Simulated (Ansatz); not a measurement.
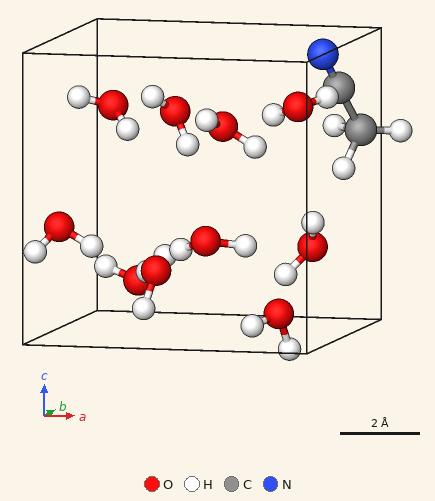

Starting frame of a dynamics run of a periodic cell with 10 H2O + 1 CH3CN at 0.863 g/cm³. It starts from the last geometry of an earlier run, with fresh velocities. A ball-and-stick model of the simulation cell, seen slightly off an axis.

Level of theory: DFT LDA, scalar-relativistic, plane waves, PAW in Ansatz 0.2.0.

Input
```yaml
crystal:
  lattice:
    - [7.522599, 0.0, 0.0]
    - [0.0, 7.522599, 0.0]
    - [0.0, 0.0, 7.522599]
  atoms:
    - { symbol: O, position: [0.37553129, 0.33945416, 0.22154599] }
    - { symbol: H, position: [0.31406792, 0.45681796, 0.20315293] }
    - { symbol: H, position: [0.34225622, 0.30043178, 0.09544113] }
    - { symbol: O, position: [0.38473374, 0.56159416, 0.74224043] }
    - { symbol: H, position: [0.32992955, 0.46700199, 0.80197355] }
    - { symbol: H, position: [0.43486419, 0.53695624, 0.63237292] }
    - { symbol: O, position: [0.22380816, 0.6820726, 0.14332233] }
    - { symbol: H, position: [0.30535489, 0.72786919, 0.22482891] }
    - { symbol: H, position: [0.09955456, 0.71750646, 0.18407664] }
    - { symbol: O, position: [0.43449814, 1.01111657, 0.63838079] }
    - { symbol: H, position: [0.54404708, 1.02604235, 0.56992016] }
    - { symbol: H, position: [0.41201083, 0.8803837, 0.67494519] }
    - { symbol: O, position: [0.89137996, 0.27816732, 0.806087] }
    - { symbol: H, position: [0.96616612, 0.38333712, 0.82984966] }
    - { symbol: H, position: [0.78971055, 0.33595035, 0.7688574] }
    - { symbol: O, position: [0.86554709, 0.1175292, 0.11469433] }
    - { symbol: H, position: [0.88434244, 0.19040069, -0.01417947] }
    - { symbol: H, position: [0.80083913, 0.00847663, 0.08458204] }
    - { symbol: O, position: [0.85177532, 0.6240253, 0.28476064] }
    - { symbol: H, position: [0.76670271, 0.58675985, 0.19147754] }
    - { symbol: H, position: [0.87504329, 0.54011184, 0.37818157] }
    - { symbol: O, position: [0.24866095, 0.24794722, -0.20395989] }
    - { symbol: H, position: [0.32194965, 0.16230295, -0.27392292] }
    - { symbol: H, position: [0.14371891, 0.18709366, -0.17256093] }
    - { symbol: O, position: [0.03634495, 0.33303165, 0.36225964] }
    - { symbol: H, position: [-0.02570364, 0.24945828, 0.28424911] }
    - { symbol: H, position: [0.15154728, 0.32973192, 0.30010188] }
    - { symbol: O, position: [0.60473448, 0.13134615, 0.35434715] }
    - { symbol: H, position: [0.49771448, 0.20718336, 0.31349535] }
    - { symbol: H, position: [0.72500741, 0.20652013, 0.3334607] }
    - { symbol: C, position: [0.94426706, 0.91978053, 0.65372057] }
    - { symbol: C, position: [0.89483406, 0.81213494, 0.80871992] }
    - { symbol: "N", position: [0.85940382, 0.73424358, 0.93177787] }
    - { symbol: H, position: [1.05986286, 1.01267049, 0.64351357] }
    - { symbol: H, position: [0.90381781, 0.8420737, 0.52972021] }
    - { symbol: H, position: [0.82458519, 1.02043424, 0.65298459] }
basis:
  ecutwfc: 420.0
kpoints:
  mp_grid: { grid: [1, 1, 1] }
hamiltonian:
  xc: lda
scf:
  occupations: { method: fermi_dirac, width: 0.05 }
  lower_state_search: "off"
md:
  timestep: 0.75
  n_steps: 400
  ensemble: nvt_langevin
  temperature: 1000.0
  initial_velocities: maxwell_boltzmann
  seed: 10682
  friction: 0.05
```

Run as
```bash
ansatz run input.yaml --threads 1 --pin off --max-ram 3072MiB --backend cpu --events-out ev --progress --plain --runs-dir out
```

What does the trajectory do?

Answer. The mean temperature in the second half is 1080 K (standard deviation 147 K). The potential energy is still drifting at the end, so the run hasn't reached equilibrium. The potential energy in the second half lies on average 28.3 meV per atom above the first frame. Root-mean-square distances from the starting positions over the second half, with the common drift of all atoms taken out: H 1.18 Å, O 0.76 Å, N 0.59 Å, C 0.58 Å. The heavy atoms stay within a fraction of a molecule's size of their starting places; so short a run doesn't tell a liquid from a solid. Bond changes: one H–O bond forms at about 46 fs; one H–O bond breaks at about 57 fs.

Along the run (each row but the first and the last is the mean over the interval that it begins):

| time (fs) | potential energy (meV/atom) | T (K) |
| --- | --- | --- |
| 0.0 | 0.0 | 972 |
| 37.5 | 21.1 | 1021 |
| 75.0 | 20.9 | 1142 |
| 112.5 | 13.1 | 1012 |
| 150.0 | 18.9 | 1018 |
| 187.5 | 17.7 | 1097 |
| 225.0 | 43.2 | 1157 |
| 262.5 | 33.7 | 1049 |
| 300.0 | 4.0 | 1043 |

The paths of the atoms:

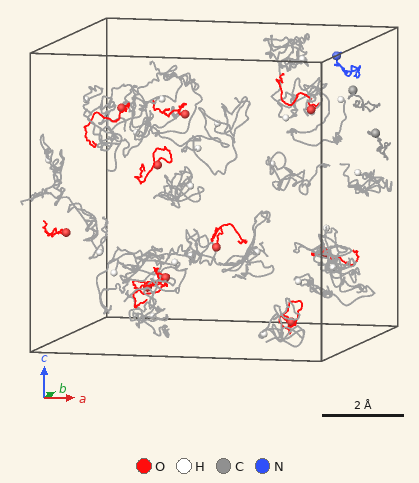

Limits of the set-up: the periodic images lie only 7.5 Å apart, so the values are limited by the cell's size.
